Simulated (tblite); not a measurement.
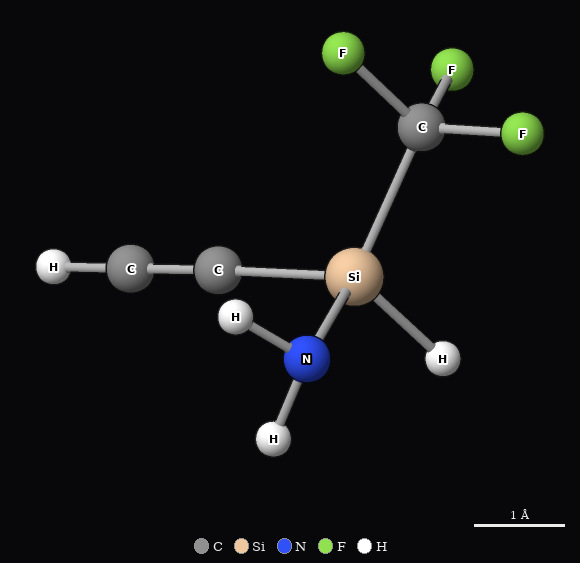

This is the input geometry for a relaxation of C3H4F3NSi. Style: ball-and-stick. Shown from a free direction.

Computed with GFN2-xTB geometry optimisation, gas phase in tblite 0.8.0.

```xyz
12

C     2.3800   -1.3388   -0.1178
C     1.3473   -0.7403    0.1067
Si   -0.2541    0.1645    0.4946
N    -1.4496   -1.0844    0.5199
C    -0.5697    1.6082   -0.6218
F     0.4460    2.5055   -0.5934
F    -0.7027    1.2206   -1.9272
F    -1.6943    2.2885   -0.2957
H     3.2825   -1.8626   -0.3217
H    -0.1927    0.5913    1.9174
H    -1.1345   -1.7968    1.1906
H    -1.4572   -1.5563   -0.3777
```

### Where does the relaxation end?

The atom that moves furthest after the best rigid fit is H12 (0.73 Å). Largest moves by element: H 0.73 Å, F 0.32 Å, Si 0.30 Å, C 0.29 Å, N 0.10 Å. Among the contacts that change: Si3–C5 1.852 → 1.946 Å, Si3–H10 1.487 → 1.457 Å, C2–Si3 1.880 → 1.851 Å, N4–H11 1.028 → 1.006 Å. Among the angles between lasting bonds that change: N4–Si3–C5 117.0° → 101.7°, C2–Si3–N4 104.1° → 118.7°, Si3–N4–H11 107.3° → 121.2°. The energy falls by 0.498 eV in 58 geometry steps. Cost: 0.56 s on 1 thread of Arm Neoverse N1, on a shared host.

The structure at the end:

```xyz
12

C     2.5801   -1.1288   -0.1675
C     1.5153   -0.6863    0.1759
Si   -0.1323   -0.0198    0.6916
N    -1.5120   -1.0108    0.5073
C    -0.4820    1.3898   -0.6038
F     0.5069    2.3023   -0.6818
F    -0.6512    0.9171   -1.8599
F    -1.6044    2.0858   -0.3248
H     3.5147   -1.5067   -0.4694
H    -0.0967    0.5781    2.0200
H    -1.6312   -1.8458    1.0549
H    -2.0063   -1.0755   -0.3684
```

The end point in the same view:

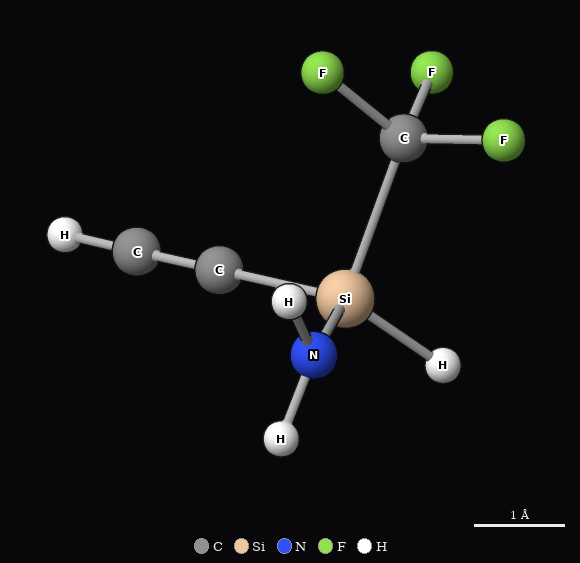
